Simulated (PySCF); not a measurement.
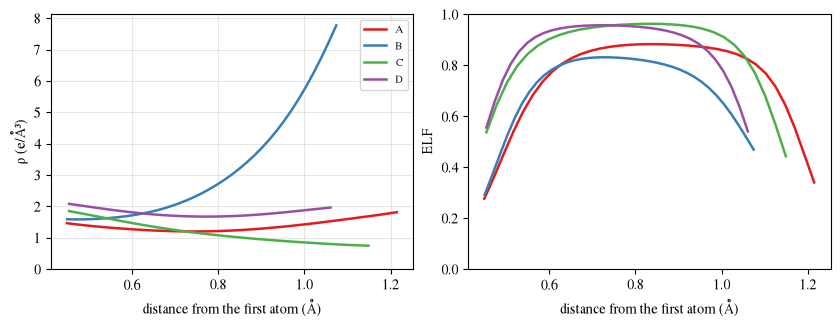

Figure. C$_{4}$H$_{12}$ClFSi$_{2}$. Electron density and ELF along straight lines between neighbouring atoms. The curves leave out the atomic cores.

Geometry: GFN2-xTB.

The calculation used PBE0/pcSseg-1, SCF density, gas phase, non-relativistic in PySCF.

```tsv
atom	x (Å)	y (Å)	z (Å)
C	-2.4097	-0.6913	1.5413
C	-1.3945	-0.3429	0.4683
Cl	-2.2241	-0.3280	-1.1284
C	-0.7305	1.0019	0.6860
Si	0.3066	1.5907	-0.8120
Si	1.5769	-0.1230	-1.7228
C	2.6620	-0.9211	-0.3435
F	1.8729	-1.2791	0.7383
H	-3.1954	0.0606	1.5798
H	-2.8638	-1.6601	1.3464
H	-1.9115	-0.7288	2.5082
H	-0.6408	-1.1303	0.3928
H	-0.0972	0.9157	1.5704
H	-1.4941	1.7473	0.9154
H	-0.5838	2.2045	-1.8024
H	1.1413	2.6871	-0.2855
H	0.8314	-1.2366	-2.3200
H	2.5669	0.3143	-2.7163
H	3.4171	-0.2354	0.0485
H	3.1649	-1.8348	-0.6675
```

**Which curve belongs to which contact (C–C, C–Cl, C–F and C–Si)? The first atom named is at distance zero.**

Curve A: C–Cl (1.80 Å): the density is about 1.3 e/Å³ at the midpoint; the ELF peaks at about 0.90 between the atoms (localised, covalent bonding). Curve B: C–F (1.39 Å): ρ is about 2 e/Å³ halfway, with its minimum of 1.6 e/Å³ about 0.5 Å from C; the ELF peaks at about 0.85 between the atoms: a shared but strongly polarised pair. Curve C: C–Si (1.91 Å): the density is about 0.89 e/Å³ at the midpoint; the ELF peaks at about 0.95 between the atoms; localised, covalent bonding. Curve D: C–C (1.52 Å): ρ at the midpoint is about 1.7 e/Å³; the ELF peaks at about 0.95 between the atoms; localised, covalent bonding.
